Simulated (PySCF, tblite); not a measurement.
# C5H9NOSi: dynamics, then NMR shifts on frames, part 2 of 2

tblite 0.8.0 and PySCF 2.14.0. Atoms count from 0. The steps go on from the part before.

## Step 5: NMR shieldings: 625 fs, PBE0/pcSseg-1

Job settings and geometry (Å):

```
{"job": {"kind": "nmr", "xc": "PBE0", "basis": "pcSseg-1", "pop": false}, "charge": 0, "multiplicity": 1}
C      3.287600     1.368200     0.362200
C      2.184700     0.910700     0.261100
C      1.081400    -0.067200     0.179300
O      1.183000    -1.178400    -0.297900
N      0.071000     0.232900     1.079200
C     -1.022000    -0.673700     1.243200
C     -2.388700    -0.040600     0.834700
Si    -2.527200     0.916300    -0.812600
H      4.093600     2.011000     0.563900
H     -0.193800     1.182500     1.263100
H     -0.874000    -1.536500     0.619100
H     -1.063900    -0.973200     2.338000
H     -3.207900    -0.804800     0.798900
H     -2.615400     0.629000     1.718100
H     -1.374400     0.815300    -1.634200
H     -2.718100     2.319700    -0.510000
H     -3.651100     0.404500    -1.630100
```

Level: GIAO PBE0/pcSseg-1 NMR shielding, non-relativistic, gas phase.

What it wrote:

```text
coarse grid: 14784 points
cycle   1  E = -614.5601151920  dE =  1.038e+00  |g| = 8.732e-01  |ddm| = 3.737e+00
cycle   2  E = -613.9556402629  dE =  6.045e-01  |g| = 1.935e+00  |ddm| = 2.790e+00
cycle   3  E = -614.7030258312  dE = -7.474e-01  |g| = 2.411e-01  |ddm| = 2.180e+00
cycle   4  E = -614.7148776518  dE = -1.185e-02  |g| = 9.640e-02  |ddm| = 3.001e-01
cycle   5  E = -614.7167138748  dE = -1.836e-03  |g| = 2.951e-02  |ddm| = 8.349e-02
cycle   6  E = -614.7169156977  dE = -2.018e-04  |g| = 7.397e-03  |ddm| = 3.163e-02
cycle   7  E = -614.7169251577  dE = -9.460e-06  |g| = 3.698e-03  |ddm| = 7.994e-03
cycle   8  E = -614.7169281944  dE = -3.037e-06  |g| = 1.316e-03  |ddm| = 3.286e-03
final grid: 138520 points
cycle   9  E = -614.7734721039  dE = -1.493e-05  |g| = 1.274e-02  |ddm| = 3.016e-02
cycle  10  E = -614.7733614460  dE =  1.107e-04  |g| = 2.699e-02  |ddm| = 3.116e-02
cycle  11  E = -614.7735038845  dE = -1.424e-04  |g| = 2.236e-03  |ddm| = 2.253e-02
cycle  12  E = -614.7735050071  dE = -1.123e-06  |g| = 4.525e-04  |ddm| = 1.990e-03
cycle  13  E = -614.7735050419  dE = -3.481e-08  |g| = 2.594e-04  |ddm| = 5.185e-04
cycle  14  E = -614.7735050575  dE = -1.565e-08  |g| = 7.314e-05  |ddm| = 2.105e-04
cycle  15  E = -614.7735050588  dE = -1.284e-09  |g| = 1.228e-05  |ddm| = 6.343e-05
cycle  16  E = -614.7735050589  dE = -3.195e-11  |g| = 3.143e-06  |ddm| = 1.474e-05
converged SCF energy = -614.7735050589

GIAO shielding tensors (ppm)
atom      isotropic    diamagn.    paramagn.     s11        s22        s33       span
  0 C      102.954     261.033    -158.079     33.238     42.602    233.021    199.783
  1 C       99.858     261.100    -161.242     -7.119     11.806    294.887    302.006
  2 C       29.183     244.195    -215.012    -69.417     68.144     88.823    158.240
  3 O     -124.510     402.964    -527.474   -446.047   -259.567    332.084    778.131
  4 N      113.652     328.689    -215.037      2.206    136.398    202.351    200.145
  5 C      148.046     242.951     -94.905    117.414    158.260    168.465     51.052
  6 C      172.954     251.205     -78.251    148.467    176.143    194.251     45.784
  7 Si     432.174     879.677    -447.503    402.763    417.414    476.345     73.582
  8 H       29.583      31.494      -1.911     24.820     25.401     38.528     13.709
  9 H       27.435      35.442      -8.008     23.522     27.988     30.794      7.272
 10 H       27.349      31.072      -3.723     22.821     27.766     31.460      8.639
 11 H       27.707      28.047      -0.341     21.337     26.848     34.935     13.598
 12 H       29.612      27.906       1.706     24.161     27.749     36.926     12.765
 13 H       29.446      28.747       0.699     24.608     28.400     35.330     10.722
 14 H       28.644      30.716      -2.072     24.598     28.877     32.457      7.859
 15 H       28.234      29.472      -1.238     24.727     26.119     33.855      9.128
 16 H       27.771      28.510      -0.739     24.235     25.562     33.516      9.281
```

Wall time 86 s (1 thread of AMD EPYC, shared host); peak memory 0.85 GiB.

This run: δ C2 157.7, C1 87.1, C0 84.0, C5 38.9, H10 4.37, H9 4.28 ppm.

## Step 6: NMR shieldings: 800 fs, PBE0/pcSseg-1

Job settings and geometry (Å):

```
{"job": {"kind": "nmr", "xc": "PBE0", "basis": "pcSseg-1", "pop": false}, "charge": 0, "multiplicity": 1}
C      2.626300     1.743000     0.535100
C      1.845500     0.861900     0.741500
C      0.941000    -0.315700     0.787700
O      1.046700    -1.387200     0.275800
N     -0.106000     0.051800     1.535500
C     -1.340900    -0.644300     1.356600
C     -2.453400     0.261100     0.927800
Si    -2.351500     0.832400    -0.918400
H      3.161600     2.664800     0.330700
H     -0.085100     0.930500     1.970200
H     -1.122600    -1.441100     0.687300
H     -1.696000    -1.074500     2.293600
H     -3.386900    -0.254600     1.100600
H     -2.441500     1.104200     1.553300
H     -1.861800    -0.113900    -1.883000
H     -1.613800     2.181900    -1.059500
H     -3.764100     1.194300    -1.292700
```

Method: GIAO PBE0/pcSseg-1 NMR shielding, non-relativistic, gas phase.

What it wrote:

```text
coarse grid: 14784 points
cycle   1  E = -614.5673511299  dE =  1.239e+00  |g| = 8.648e-01  |ddm| = 3.812e+00
cycle   2  E = -614.1026307898  dE =  4.647e-01  |g| = 1.767e+00  |ddm| = 2.780e+00
cycle   3  E = -614.7052401125  dE = -6.026e-01  |g| = 2.439e-01  |ddm| = 2.141e+00
cycle   4  E = -614.7174779856  dE = -1.224e-02  |g| = 8.540e-02  |ddm| = 2.750e-01
cycle   5  E = -614.7188311238  dE = -1.353e-03  |g| = 3.446e-02  |ddm| = 7.851e-02
cycle   6  E = -614.7190905130  dE = -2.594e-04  |g| = 1.263e-02  |ddm| = 3.330e-02
cycle   7  E = -614.7191269129  dE = -3.640e-05  |g| = 3.947e-03  |ddm| = 1.079e-02
cycle   8  E = -614.7191303895  dE = -3.477e-06  |g| = 9.014e-04  |ddm| = 3.224e-03
final grid: 138520 points
cycle   9  E = -614.7763200028  dE = -2.016e-05  |g| = 1.265e-02  |ddm| = 3.470e-02
cycle  10  E = -614.7762294613  dE =  9.054e-05  |g| = 2.508e-02  |ddm| = 3.140e-02
cycle  11  E = -614.7763511933  dE = -1.217e-04  |g| = 2.283e-03  |ddm| = 2.253e-02
cycle  12  E = -614.7763522991  dE = -1.106e-06  |g| = 5.013e-04  |ddm| = 2.023e-03
cycle  13  E = -614.7763523435  dE = -4.431e-08  |g| = 2.811e-04  |ddm| = 5.504e-04
cycle  14  E = -614.7763523624  dE = -1.892e-08  |g| = 6.563e-05  |ddm| = 2.271e-04
cycle  15  E = -614.7763523634  dE = -1.030e-09  |g| = 1.280e-05  |ddm| = 6.305e-05
cycle  16  E = -614.7763523634  dE = -3.729e-11  |g| = 2.434e-06  |ddm| = 1.477e-05
converged SCF energy = -614.7763523634

GIAO shielding tensors (ppm)
atom      isotropic    diamagn.    paramagn.     s11        s22        s33       span
  0 C      107.013     263.274    -156.261     34.644     44.459    241.935    207.291
  1 C      100.591     260.434    -159.843     -6.484     15.062    293.195    299.679
  2 C       37.257     247.691    -210.435    -57.663     75.119     94.315    151.978
  3 O      -54.238     403.530    -457.768   -326.661   -182.038    345.985    672.647
  4 N      116.906     332.986    -216.079      8.189    130.767    211.763    203.575
  5 C      151.990     244.046     -92.055    125.180    157.393    173.398     48.218
  6 C      175.048     253.507     -78.459    157.416    174.378    193.350     35.934
  7 Si     421.005     878.368    -457.363    375.978    415.508    471.530     95.552
  8 H       28.591      32.284      -3.693     23.877     24.326     37.570     13.693
  9 H       27.609      36.993      -9.384     23.048     28.872     30.907      7.858
 10 H       28.027      31.762      -3.735     23.910     28.453     31.719      7.809
 11 H       28.705      28.677       0.028     21.905     28.135     36.074     14.169
 12 H       30.848      29.564       1.284     25.321     28.794     38.427     13.106
 13 H       31.965      32.392      -0.427     28.292     30.742     36.861      8.569
 14 H       28.148      29.305      -1.157     24.797     26.668     32.980      8.183
 15 H       26.772      28.525      -1.754     23.685     25.507     31.123      7.438
 16 H       27.328      27.482      -0.154     23.985     25.128     32.872      8.887
```

Run time: 1.8 min. Hardware: 1 thread of AMD EPYC, shared host; peak memory 0.84 GiB.

This run: δ C2 149.7, C1 86.3, C0 79.9, C5 34.9, H15 4.95, H16 4.39 ppm.

## Step 7: NMR shieldings: 1000 fs, PBE0/pcSseg-1

Job settings and geometry (Å):

```
{"job": {"kind": "nmr", "xc": "PBE0", "basis": "pcSseg-1", "pop": false}, "charge": 0, "multiplicity": 1}
C      2.375100     2.277200     1.007200
C      1.517500     1.435600     0.974200
C      0.715200     0.258300     0.996600
O      0.884700    -0.664600     0.266900
N     -0.415600     0.551200     1.653000
C     -1.491600    -0.425100     1.727900
C     -2.723100    -0.199800     0.858300
Si    -2.446700     0.737700    -0.758400
H      2.952300     3.203200     0.955000
H     -0.509100     1.406200     2.130600
H     -1.062200    -1.383700     1.578100
H     -1.834500    -0.357100     2.795600
H     -3.187800    -1.183400     0.603500
H     -3.500800     0.278800     1.419600
H     -1.039600     0.570500    -1.097700
H     -2.715900     2.345300    -0.551500
H     -3.309000     0.461000    -1.842700
```

With the program's defaults for keys left out, this is: GIAO PBE0/pcSseg-1 NMR shielding, non-relativistic, gas phase.

What it wrote:

```text
coarse grid: 14784 points
cycle   1  E = -614.5578056774  dE =  1.225e+00  |g| = 8.611e-01  |ddm| = 3.805e+00
cycle   2  E = -614.0410071914  dE =  5.168e-01  |g| = 1.816e+00  |ddm| = 2.640e+00
cycle   3  E = -614.6973170138  dE = -6.563e-01  |g| = 2.337e-01  |ddm| = 2.029e+00
cycle   4  E = -614.7086456975  dE = -1.133e-02  |g| = 8.443e-02  |ddm| = 3.039e-01
cycle   5  E = -614.7100393122  dE = -1.394e-03  |g| = 2.695e-02  |ddm| = 7.733e-02
cycle   6  E = -614.7102086923  dE = -1.694e-04  |g| = 6.427e-03  |ddm| = 3.273e-02
cycle   7  E = -614.7102154290  dE = -6.737e-06  |g| = 3.319e-03  |ddm| = 7.295e-03
cycle   8  E = -614.7102179235  dE = -2.495e-06  |g| = 1.150e-03  |ddm| = 3.064e-03
final grid: 138520 points
cycle   9  E = -614.7673708777  dE = -2.050e-05  |g| = 1.172e-02  |ddm| = 4.043e-02
cycle  10  E = -614.7672899436  dE =  8.093e-05  |g| = 2.348e-02  |ddm| = 2.703e-02
cycle  11  E = -614.7673979471  dE = -1.080e-04  |g| = 2.270e-03  |ddm| = 1.942e-02
cycle  12  E = -614.7673990748  dE = -1.128e-06  |g| = 4.570e-04  |ddm| = 2.044e-03
cycle  13  E = -614.7673991102  dE = -3.547e-08  |g| = 2.667e-04  |ddm| = 5.684e-04
cycle  14  E = -614.7673991268  dE = -1.656e-08  |g| = 6.959e-05  |ddm| = 2.232e-04
cycle  15  E = -614.7673991280  dE = -1.186e-09  |g| = 1.381e-05  |ddm| = 6.991e-05
cycle  16  E = -614.7673991280  dE = -4.002e-11  |g| = 2.770e-06  |ddm| = 1.582e-05
converged SCF energy = -614.7673991280

GIAO shielding tensors (ppm)
atom      isotropic    diamagn.    paramagn.     s11        s22        s33       span
  0 C      105.062     263.843    -158.781     36.325     45.444    233.416    197.091
  1 C      102.218     258.682    -156.464     -6.015     15.649    297.020    303.036
  2 C       37.018     249.091    -212.073    -55.561     65.453    101.160    156.721
  3 O      -74.897     405.746    -480.643   -393.353   -198.614    367.277    760.630
  4 N      119.553     331.282    -211.730     -3.965    151.648    210.975    214.941
  5 C      151.606     236.756     -85.151    113.751    167.217    173.850     60.099
  6 C      181.478     250.391     -68.913    161.961    176.965    205.508     43.546
  7 Si     418.572     879.786    -461.214    378.273    408.779    468.665     90.392
  8 H       28.380      31.305      -2.925     23.879     24.272     36.990     13.112
  9 H       26.494      35.078      -8.584     21.542     28.079     29.860      8.318
 10 H       28.193      29.211      -1.019     22.685     28.933     32.960     10.275
 11 H       28.022      26.471       1.551     20.785     28.485     34.795     14.010
 12 H       30.129      28.147       1.982     25.040     27.926     37.421     12.381
 13 H       31.026      28.598       2.428     26.013     29.101     37.963     11.949
 14 H       27.714      30.672      -2.958     23.431     28.507     31.204      7.772
 15 H       26.000      27.679      -1.679     23.238     24.342     30.420      7.182
 16 H       28.312      29.815      -1.503     24.789     25.849     34.298      9.509
```

Wall time 81 s (1 thread of AMD EPYC, shared host); peak memory 0.86 GiB.

Key values: δ C2 149.9, C1 84.7, C0 81.9, C5 35.3, H15 5.72, H9 5.22 ppm.

## Step 8: Side by side: NMR shifts

Shifts (ppm) of some atoms, chosen among heavy atoms and hydrogens apart, with basis size and wall time:

```
  frame     C2    C6   H15    H12     O3     N4    Si7  functions     time
 250 fs  154.9   8.7  3.24  -0.43  410.7  150.3  -80.7        188     77 s
 425 fs  150.5  16.9  3.15   0.98  393.3  151.1  -70.6        188     66 s
 625 fs  157.7  14.0  3.48   2.11  460.6  154.1  -83.0        188     86 s
 800 fs  149.7  11.9  4.95   0.87  390.3  150.8  -71.8        188  1.8 min
1000 fs  149.9   5.4  5.72   1.59  411.0  148.2  -69.4        188     81 s
```

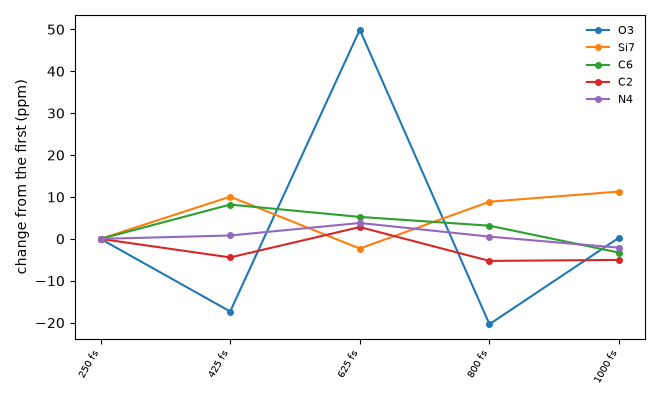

How five of the tabulated atoms move from run to run.

## Step 9: What came out

This closing draws on all 2 parts.

```
                                       quantity                                                      value
                                     thermostat                                                      300 K
                  mean temperature, second half                                                      311 K
        mean potential energy above the minimum                                                    0.63 eV
 13C shifts against TMS (PBE0/pcSseg-1, 250 fs)                           154.9, 85.1, 82.8, 37.3, 8.7 ppm
  1H shifts against TMS (PBE0/pcSseg-1, 250 fs)  4.65, 4.16, 3.96, 3.45, 3.24, 2.81, 2.79, 0.19, -0.43 ppm
 17O shifts against H2O (PBE0/pcSseg-1, 250 fs)                                                  410.7 ppm
 15N shifts against NH3 (PBE0/pcSseg-1, 250 fs)                                                  150.3 ppm
29Si shifts against TMS (PBE0/pcSseg-1, 250 fs)                                                  -80.7 ppm
                       range of the shift of O3                                         390.3 to 460.6 ppm
```

In words: In the second half the potential energy averages 0.63 eV above the minimum; equipartition over 45 harmonic modes at 300 K would give 0.58 eV. With 17 atoms the temperature swings widely (169 to 456 K). Shifts at one fixed geometry are not the observed spectrum, which averages over the motion. In the first frame run (250 fs): The widest tensor belongs to O3: span 718 ppm, with a paramagnetic part of -477 ppm. In ppm, O3 moves most: its shift spreads over 70.3 ppm, from 390.3 (800 fs) to 460.6 (625 fs).
